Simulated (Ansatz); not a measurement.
In doubt: masses and optical values from hybrid runs of this build are listed as unsure (in some of the runs), which bears on the screening that GW takes from such a start.

Consider SiO2 (Cristobalite).

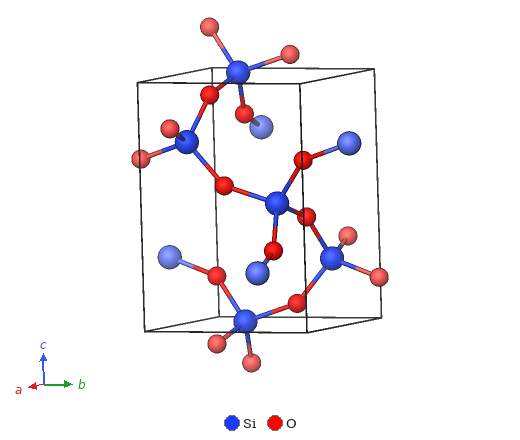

The structure (silicon blue, oxygen red). Some periodic images of atoms are drawn too.

The database entry behind the starting cell lists a temperature of 340 K, so it need not match the best structure at ambient conditions.

```
Si O
1.0
     4.98200    0.00000    0.00000
     0.00000    4.98200    0.00000
     0.00000    0.00000    6.96300
Si O
4 8
Direct
  0.29897 0.29897 0.00000
  0.20103 0.79897 0.25000
  0.70103 0.70103 0.50000
  0.79897 0.20103 0.75000
  0.23989 0.10347 0.17813
  0.39653 0.73989 0.42813
  0.76011 0.89653 0.67813
  0.60347 0.26011 0.92813
  0.73989 0.39653 0.57187
  0.89653 0.76011 0.32187
  0.26011 0.60347 0.07187
  0.10347 0.23989 0.82187
```

The cell and positions come from the Crystallography Open Database and are kept as given unless a step says otherwise.

Gaps computed with Ansatz 0.2.0 without a self-energy: HSE06 7.54 eV, r2SCAN 6.38 eV and PBE0 8.31 eV.

Q: Estimate the G0W0@HSE06 gap with 4×4×2 mesh, 440 empty bands, screening to 108 eV, PAW set soft_1 files.

About 9.34 eV: on its mesh the run moves the gap from 7.54 eV by +1.80 eV. Among the scalar-relativistic levels given, PBE0 is nearest (−1.03 eV). Bands and cutoff are finite, so the gap is not at the basis limit. The miss can reach some tenths of an eV and take either sign; the mesh is an error of its own. The 4×4×2 mesh is coarse for this cell (its supercell is 14 Å along the shortest edge). The RPA ε∞ on it, from the HSE06 start, is 1.96; such meshes misread the long-range screening, most where the gap is narrow.

[Paths, hosts, dates, memory and timing lines, banners, echoed tables and standing remarks are left out of the program output.]

[Logs are printed without paths, hosts, clocks, repeated set-up lines and the standing remarks that a program may print on its own settings, such as how far it seeks lower states.]

[Runs of the session that timed out or met a known fault of the program may be left out.]

[Cells called generated may have been cut or substituted from an entry of the Crystallography Open Database or the Materials Project.]

[Hosts, paths, dates, database ids (printed as entryN), source tags and the programs' standing remarks are cut or masked in the printed files.]
